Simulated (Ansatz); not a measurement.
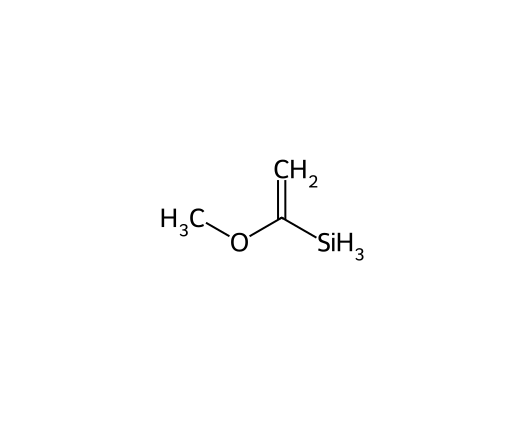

The drawing above gives the connectivity. Computed geometry: PBE0-D4/def2-TZVP optimisation. No frequency run is at hand to confirm it as a minimum.

Describe the 3D structure.

The molecule is C3H8OSi. SMILES: `C=C([SiH3])OC`. It has no ring. Among its groups: ether, alkene, Si–H bond. The point group is Cs. Coordination: 2 C trigonal planar; 1 Si tetrahedral; 1 O bent; 1 C tetrahedral.

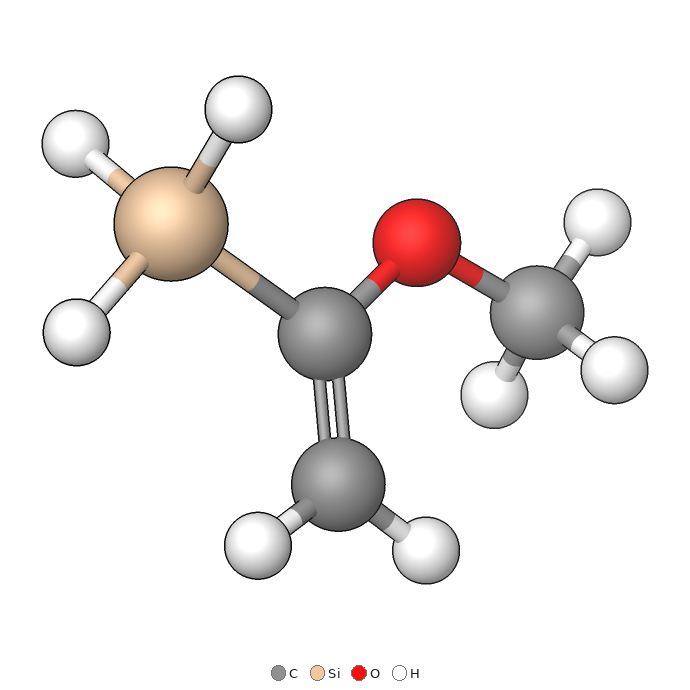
